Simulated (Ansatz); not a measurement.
## Frequency calculation of WH₅ClO₄

- system: WH₅ClO₄
- method: RKS BHLYP-D4/def2-SVP (Ansatz 0.2.0)

It belongs to a series of runs on one base structure; here: vibrations at the highest image of the band. Figures and captions count atoms from 1; the log counts them from 0 in places.

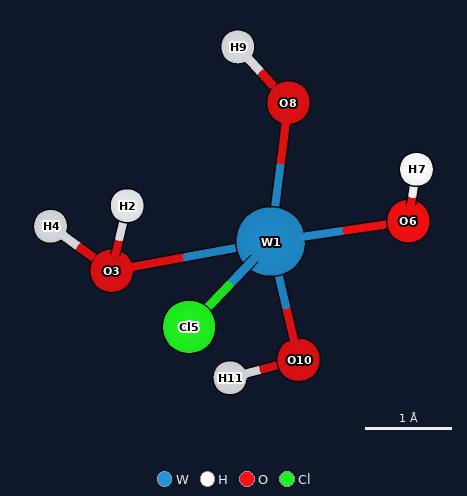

*The structure as given in the input (ball-and-stick view, seen at a tilt; atoms are numbered from 1 in the order of the input). Sticks mark near contacts.*

Bond lengths as drawn: Cl–W 2.33 Å, H–O 0.95 to 1.27 Å and O–W 1.86 to 2.20 Å.

## Input
```yaml
crystal:
  periodic: [false, false, false]
  atoms:
    - { symbol: W, position_ang: [-0.299059, -0.011746, 0.029026] }
    - { symbol: H, position_ang: [1.108096, 0.020829, 1.053542] }
    - { symbol: O, position_ang: [1.902243, 0.002429, 0.063507] }
    - { symbol: H, position_ang: [2.604464, -0.428854, 0.545496] }
    - { symbol: Cl, position_ang: [-0.302354, 2.137198, 0.919218] }
    - { symbol: O, position_ang: [-2.179117, 0.000627, -0.054433] }
    - { symbol: H, position_ang: [-2.738228, -0.009031, 0.724661] }
    - { symbol: O, position_ang: [-0.269103, -1.83143, 0.476202] }
    - { symbol: H, position_ang: [0.310189, -2.392006, 0.983913] }
    - { symbol: O, position_ang: [0.271221, 0.179487, -1.731896] }
    - { symbol: H, position_ang: [1.241149, 0.219596, -1.771636] }
basis:
  gaussian: { orbitals: def2-SVP }
hamiltonian:
  xc: { name: BHLYP }
  dispersion: d4
phonons: {}
```

Machine: 4 threads of Arm Neoverse V1, 24 GiB of memory available, shared host.

Launched with:
```bash
ansatz run input.yaml --threads 4 --pin off --max-ram 5120MiB --backend cpu --events-out ev --progress --plain --runs-dir out
```

## Log
```
Engine: ansatz 0.2.0, aarch64-unknown-linux-gnu
Functional definition: BHLYP
  parameter a = 0.5
  exchange = (1 - a)*b88_x + a*exact_x
  correlation = lyp_c
1362 factors; integrals over basis functions are off by at most 3.8e-4 eV
mean field evaluation 1: about -22587.5510 eV, gradient 8.7e1 eV
mean field evaluation 2: about -22545.6047 eV, gradient 1.8e2 eV
mean field evaluation 4: about -22601.4031 eV, gradient 8.5e0 eV
mean field evaluation 8: about -22601.7429 eV, gradient 9.0e-1 eV
mean field evaluation 16: about -22601.7458 eV, gradient 1.3e-3 eV
mean field -22601.74584493 eV, -830.5988397877 hartree, gradient 7.0e-5 eV, S^2 0.000000; 0 other end points of the search recorded, 0 dependent functions left out
the calculation of the forces begins
reference -22601.74606226 eV, -830.5988477744 hartree; 34, 34 occupied and 97, 97 virtual orbitals, 1362 factors
these checks for a lower state are left out or cut short: stability, starts, cluster_reference, orbital_swaps, neighbouring_geometries, increment
1362 factors; integrals over basis functions are off by at most 3.8e-4 eV
mean field evaluation 32: about -22601.7457 eV, gradient 1.6e-5 eV
mean field -22601.74568846 eV, -830.5988340374 hartree, gradient 2.1e-6 eV, S^2 0.000000; 0 other end points of the search recorded, 0 dependent functions left out
[... from here on the field's lines of each further geometry are left out, up to the last ...]
the calculation of the forces begins
reference -22601.74604240 eV, -830.5988470446 hartree; 34, 34 occupied and 97, 97 virtual orbitals, 1362 factors
these checks for a lower state are left out or cut short: stability, starts, cluster_reference, orbital_swaps, neighbouring_geometries, increment
1362 factors; integrals over basis functions are off by at most 3.8e-4 eV
mean field -22601.74584011 eV, -830.5988396104 hartree, gradient 1.9e-6 eV, S^2 0.000000; 0 other end points of the search recorded, 0 dependent functions left out
the calculation of the forces begins
reference -22601.74605744 eV, -830.5988475972 hartree; 34, 34 occupied and 97, 97 virtual orbitals, 1362 factors
WARN: phonons: modes at or below zero, which the zero-point energy, F, S and C_V leave out: 2, the lowest at -1264.41 cm⁻¹. A minimum has none, and a first-order saddle one
Total energy: -22602.13838667 eV, -830.6132654304 hartree
Atom 0 at    -0.299059    -0.011746     0.029026 Å, force     0.002391     0.000242     0.004107 eV/Å
Atom 1 at     1.108096     0.020829     1.053542 Å, force     0.003156    -0.002556    -0.000426 eV/Å
Atom 2 at     1.902243     0.002429     0.063507 Å, force    -0.003344    -0.009713    -0.004496 eV/Å
Atom 3 at     2.604464    -0.428854     0.545496 Å, force     0.000631     0.008806     0.004150 eV/Å
Atom 4 at    -0.302354     2.137198     0.919218 Å, force    -0.000811     0.002982     0.001891 eV/Å
Atom 5 at    -2.179117     0.000627    -0.054433 Å, force    -0.006307    -0.000239    -0.007600 eV/Å
Atom 6 at    -2.738228    -0.009031     0.724661 Å, force     0.006083    -0.000191     0.003326 eV/Å
Atom 7 at    -0.269103    -1.831430     0.476202 Å, force    -0.006993     0.000006     0.000127 eV/Å
Atom 8 at     0.310189    -2.392006     0.983913 Å, force     0.004485    -0.000994     0.000539 eV/Å
Atom 9 at     0.271221     0.179487    -1.731896 Å, force    -0.001227     0.003298    -0.001817 eV/Å
Atom 10 at     1.241149     0.219596    -1.771636 Å, force     0.001936    -0.001641     0.000198 eV/Å
Dipole moment:     0.453424    -0.641815     0.675282 e Å
Vibrations: -1264.41 -150.90 109.53 128.00 172.14 199.13 221.79 260.85 293.71 368.17 371.18 468.11 497.17 558.40 722.06 745.75 752.13 779.74 810.11 831.52 1046.71 1177.24 2081.25 3726.60 3946.66 4023.70 4054.21 cm⁻¹, zero-point energy 1.757219 eV
```

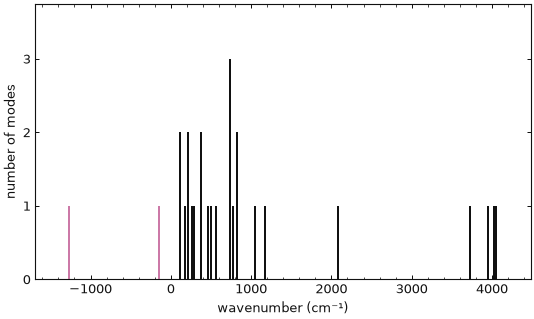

*Harmonic vibrational wavenumbers from the force constants; neighbouring modes closer than 24 cm⁻¹ are counted in one stick, and imaginary ones are drawn at negative wavenumbers.*

27 modes from 1264i to 4054 cm⁻¹, 2 imaginary beyond 8i (1264i, 151i cm⁻¹): not a minimum.

## Key numbers

| quantity | value |
| --- | --- |
| outcome | converged |
| total energy | −22602.1384 eV |
| mean-field energy | −22601.7461 eV |
| largest force (length of the vector) | 0.011 eV/Å |
| wall time | 2.4 min (CPU time 9 min) |
| peak memory | 0.35 GiB |
